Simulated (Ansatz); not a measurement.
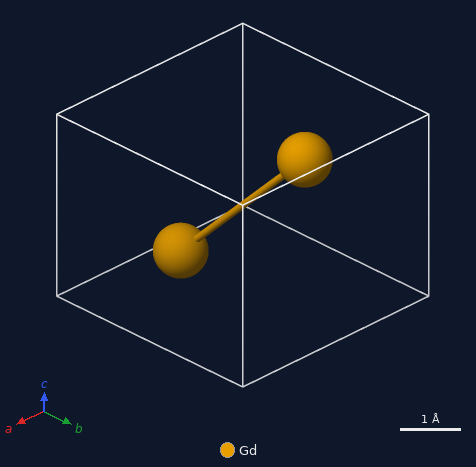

A ball-and-stick picture of a crystal structure, seen along [111]. The lines enclose the conventional unit cell; boundary atoms appear with their images.

The box has a = 3.64 Å, b = 3.64 Å, c = 5.78 Å, α = 90.00°, β = 90.00°, γ = 120.00°.

Bond cut-offs: Gd–Gd up to 4.00 Å (cut-off distances).

Q: How many atoms count towards one cell?

A: 2 (gadolinium), counting shared atoms by their share.

Q: In how many dimensions do the bonds extend?

A: The bonds build a three-dimensional framework.

The cell started as the standard structure of this element. Earlier steps of the study may have refined or changed the cell and positions. It went into a calculation with Ansatz.
